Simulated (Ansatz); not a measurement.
# AlH6OPSi: rigid scan of one bond length in Python

How does the energy of AlH6OPSi change as one bond is stretched? Wanted for AlH6OPSi: a rigid scan of one bond length. SMILES: [AlH2][O]P[SiH3].

All numbers are computed with the Python package of Ansatz 0.2.0. Level of theory: B3LYP/cc-pVDZ.

## 1. The structure

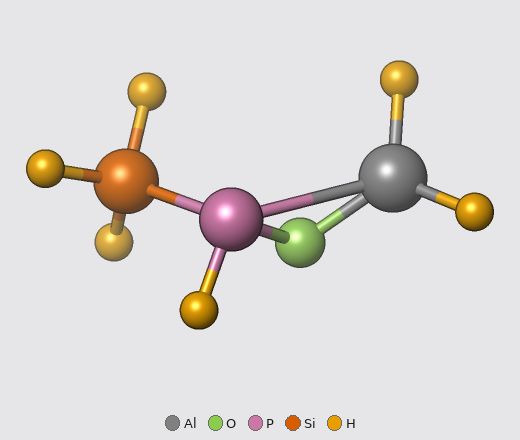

The starting structure, viewed from a chosen angle; aluminium grey, oxygen green, phosphorus pink, silicon orange, hydrogen amber.

No structure file is read: the coordinates are typed or built in the script.

## 2. The script

Contents of scan_alh6opsi.py:

```python
"""Stretching a bond of AlH6OPSi, the rest held rigid."""

import ansatz as az
import numpy as np


def main() -> None:
    geometry_ang = [
        ("Al", (0.0539, 2.3026, -0.3243)),
        ("O", (0.6032, 0.6797, -0.8191)),
        ("P", (0.8246, -0.1398, 0.6744)),
        ("Si", (-0.4599, -1.7722, 0.1891)),
        ("H", (-1.5571, 2.5968, -0.1639)),
        ("H", (1.0482, 3.5449, -0.0813)),
        ("H", (2.0525, -0.8627, 0.2221)),
        ("H", (-0.2056, -2.2609, -1.1678)),
        ("H", (-0.3634, -2.8588, 1.2043)),
        ("H", (-1.9132, -1.2807, 0.2695)),
    ]
    alh6opsi = az.Crystal.molecule()
    for symbol, xyz in geometry_ang:
        alh6opsi = alh6opsi.atom(symbol, xyz)

    symbols = [site.symbol for site in alh6opsi.cartesian_sites]
    start = np.array([site.position_ang for site in alh6opsi.cartesian_sites])
    axis = (start[3] - start[2]) / np.linalg.norm(start[3] - start[2])
    moving = [3, 7, 8, 9]
    lengths, energies = [1.877, 1.962, 2.048, 2.133, 2.218, 2.304, 2.389, 2.517], []
    for length in lengths:
        xyz = start.copy()
        xyz[moving] += (length - np.linalg.norm(start[3] - start[2])) * axis
        point = az.Crystal.molecule()
        for symbol, place in zip(symbols, xyz):
            point = point.atom(symbol, place.tolist())
        calculation = (
            point.calculation()
            .basis(gaussian="cc-pVDZ")
            .functional("b3lyp")
        )
        data = calculation.run().report
        energies.append(data["free_energy_ev"])
        print(f"r = {length:6.3f} A  E = {energies[-1]:.5f} eV  <S^2> = {abs(data['mean_field']['state']['spin_squared']):.3f}")

    # quartic fit about the minimum
    fit = np.polynomial.Polynomial.fit(lengths, np.array(energies) - min(energies), 4).convert()
    roots = [r.real for r in fit.deriv().roots() if abs(r.imag) < 1e-9 and fit.deriv(2)(r.real) > 0]
    r_e = min(roots, key=lambda r: abs(r - lengths[int(np.argmin(energies))]))
    print(f"minimum of the fit at {r_e:.4f} A, force constant {fit.deriv(2)(r_e):.2f} eV/A^2")


if __name__ == "__main__":
    main()
```

## 3. Running it

Command:

```
$ python scan_alh6opsi.py
```

Output:

```text
r =  1.877 A  E = -25908.32849 eV  <S^2> = 0.000
r =  1.962 A  E = -25909.09864 eV  <S^2> = 0.000
r =  2.048 A  E = -25909.59761 eV  <S^2> = 0.000
r =  2.133 A  E = -25909.88899 eV  <S^2> = 0.000
r =  2.218 A  E = -25910.03495 eV  <S^2> = 0.000
r =  2.304 A  E = -25910.07603 eV  <S^2> = 0.000
r =  2.389 A  E = -25910.04140 eV  <S^2> = 0.000
r =  2.517 A  E = -25909.89527 eV  <S^2> = 0.000
minimum of the fit at 2.3034 A, force constant 9.88 eV/A^2
```

Wall time 34 s (1 thread of Arm Neoverse V1, shared host); peak memory 0.27 GiB.

## 4. What each run gave

One row for each of the 8 runs:

```
run  distance (Å)  energy from run 6 (eV)  SCF cycles  CPU time (s)
  1          1.88                  1.7475          18           4.4
  2          1.96                  0.9774          18           4.4
  3          2.05                  0.4784          17           4.1
  4          2.13                  0.1870          17           4.1
  5          2.22                  0.0411          17           4.1
  6          2.30                  0.0000          17             4
  7          2.39                  0.0346          18           4.1
  8          2.52                  0.1808          18           4.2
```

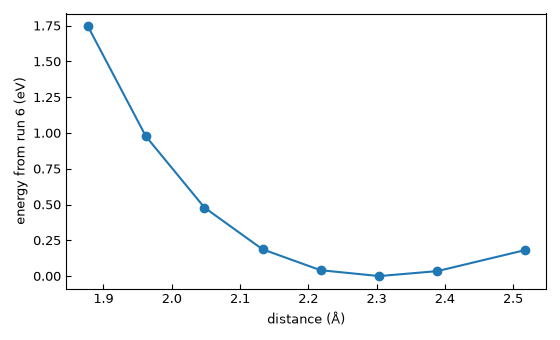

Energy against distance; lines join the points.

## 5. Outcome

| quantity | value |
| --- | --- |
| bond length at the fit's minimum | 2.3034 Å |
| runs compared | 8 |
| range of energy | 1.748 eV |
| lowest point, distance (Å) | 2.30 |

The lowest point, at 2.30, lies inside the range. The ends stand 1.75 and 0.181 eV above it. The distance scanned is the script's pair 2, 3. The rest of the molecule is held rigid at a force-field or estimated start geometry, and the basis set is modest; single-reference methods fail as a bond breaks. b3lyp holds the VWN-RPA fit, as in Gaussian; the form of ORCA and Turbomole is b3lyp5. The orbitals are restricted, so S² is zero by construction. Toward dissociation an unrestricted state lies under the restricted one, by 1 to 2 eV or more.
